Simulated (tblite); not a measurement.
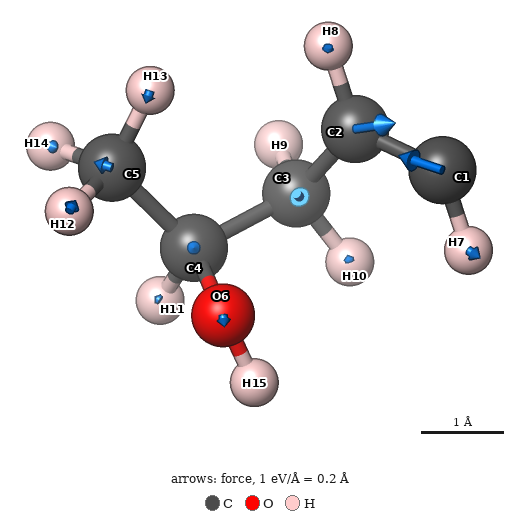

Starting geometry of C$_{5}$H$_{9}$O (multiplicity 2) with the computed forces as blue arrows. The picture is a ball-and-stick view, seen face on.

These are results of tblite, GFN2-xTB geometry optimisation, gas phase, not measurements. 

What follows when this structure is relaxed?

Answer. It isn't relaxed: the largest force vector, on C1, is 3.44 eV/Å. The final displacements have little in common with the starting forces (cosine between the two patterns 0.15). Over 124 geometry steps the energy falls by 13.9 kcal/mol. The largest move after the best rigid fit is that of H15, 1.26 Å. By element the largest moves are H 1.26 Å, O 0.36 Å, C 0.16 Å. Some distances before and after: C1–C2 1.348 → 1.292 Å, C2–C3 1.479 → 1.525 Å, C3–C4 1.516 → 1.541 Å, C3–H10 1.116 → 1.091 Å. Among the angles between lasting bonds that change: C2–C1–H7 118.3° → 138.9°, C5–C4–O6 104.3° → 111.6°, C3–C2–H8 120.4° → 114.1°. Groups turn about C4–O6 by about 135°, C4–C5 by about 30°. The run took 0.48 s on 1 thread of Arm Neoverse V2, on a shared host.
